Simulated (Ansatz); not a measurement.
**Pressure series in HfO2**

Take HfO2 in the fluorite structure (space group Fm-3m, No. 225; a = 5.098 Å) as the base.

Cell and atoms are relaxed at each pressure.

Levels (all Ansatz, an electronic-structure program, PAW, earlier PAW set): PBE (420 eV, no spin-orbit coupling); r2SCAN (500 eV, spin-orbit coupling left out).

The base cell above is that of PBE; each level relaxes its own structures.

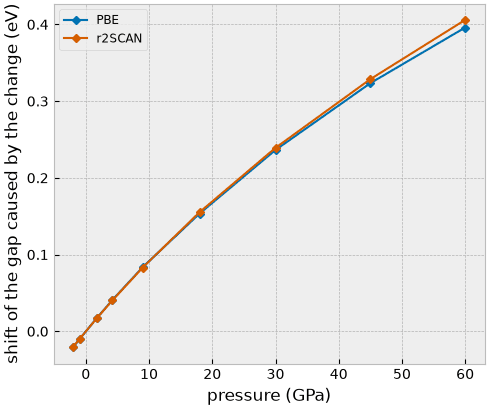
Shift of the gap caused by the change under two levels

**Question.** How do the two levels compare along the series?

**Answer.** The two levels differ by at most about 0.02 eV. They put the cases in the same order.

With Hf present, leaving out spin-orbit coupling can change the band edges. Load acts through the strain it causes; cell and atoms are relaxed under it. Whether these cells are dynamically stable was not tested. Competing high-pressure phases were not computed. This is not the structure that HfO2 has at room temperature and ambient pressure.
